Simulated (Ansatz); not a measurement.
Cell and atoms:

```cif
data_structure
_symmetry_space_group_name_H-M 'P 1'
_symmetry_Int_Tables_number 1
_cell_length_a 5.6749
_cell_length_b 5.6749
_cell_length_c 5.6749
_cell_angle_alpha 90.000
_cell_angle_beta 90.000
_cell_angle_gamma 90.000
_cell_volume 182.75
loop_
_atom_site_label
_atom_site_type_symbol
_atom_site_fract_x
_atom_site_fract_y
_atom_site_fract_z
_atom_site_occupancy
Ge1 Ge 0.00000 0.00000 0.00000 1
Ge2 Ge 0.25000 0.75000 0.75000 1
Ge3 Ge 0.00000 0.50000 0.50000 1
Ge4 Ge 0.25000 0.25000 0.25000 1
Ge5 Ge 0.50000 0.00000 0.50000 1
Ge6 Ge 0.75000 0.75000 0.25000 1
Ge7 Ge 0.50000 0.50000 0.00000 1
Ge8 Ge 0.75000 0.25000 0.75000 1
```

Interpret the file: composition, symmetry and coordination.

The element is germanium. The lattice is face-centred cubic and the space group Fd-3m (No. 227). The arrangement is known as diamond. The cell holds eight atoms. Each Ge atom is coordinated by four Ge in a tetrahedral arrangement at 2.46 Å. The bonds build a three-dimensional framework.

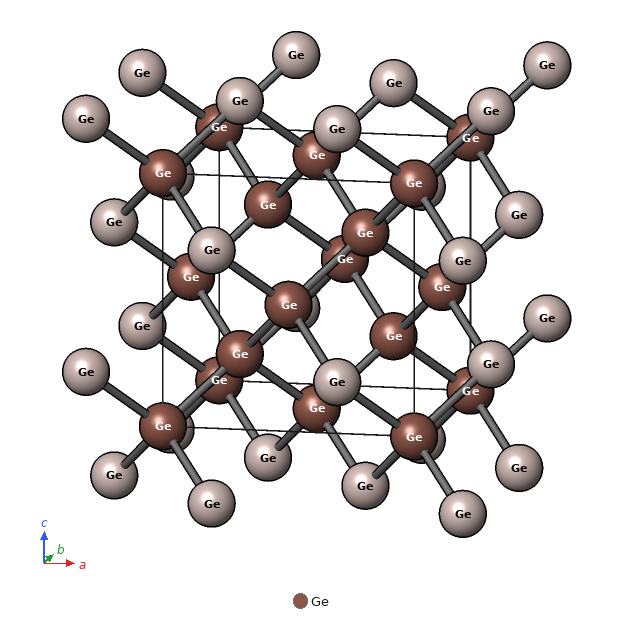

Ball-and-stick drawing of the structure, looking slightly off an axis. The outline marks the conventional unit cell. Periodic images bonded to atoms of the box are shown as well, in fainter colours. Colours: germanium brown.

Its origin is a structure listed in the Materials Project. The structure drawn was relaxed with DFT PBEsol, scalar-relativistic, plane waves, PAW (Ansatz 0.2.0).
